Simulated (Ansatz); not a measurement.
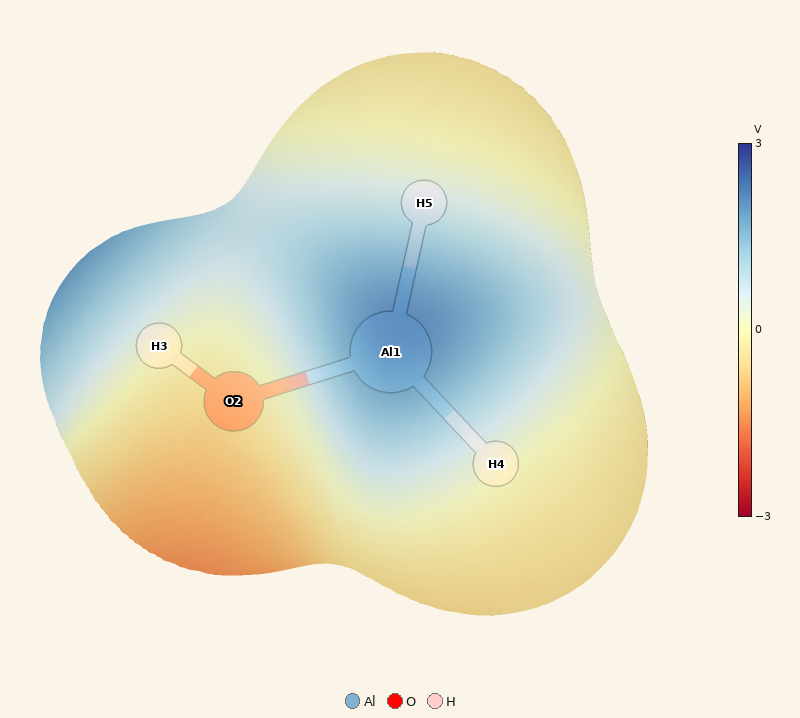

AlH3O. The electrostatic potential painted on the density surface at 0.001 e/bohr³, seen across its widest extent; red is negative and blue positive.

The calculation used RKS PBE0/def2-SVP in Ansatz.

```xyz
5

Al    0.4730   -0.0053    0.0529
O     0.7273   -0.1567    1.7313
H     0.0400   -0.2382    2.3941
H     1.7855    0.1293   -0.8173
H    -0.9997   -0.0105   -0.5437
```

Q: Which sites attract a positive test charge, and which a negative one?

A: A positive charge is drawn to the negative regions and a negative charge to the positive ones. The most negative region (about −1.4 V) lies over O2, the most positive (about +2.2 V) over Al1. O2 is the likeliest acceptor of a hydrogen bond.
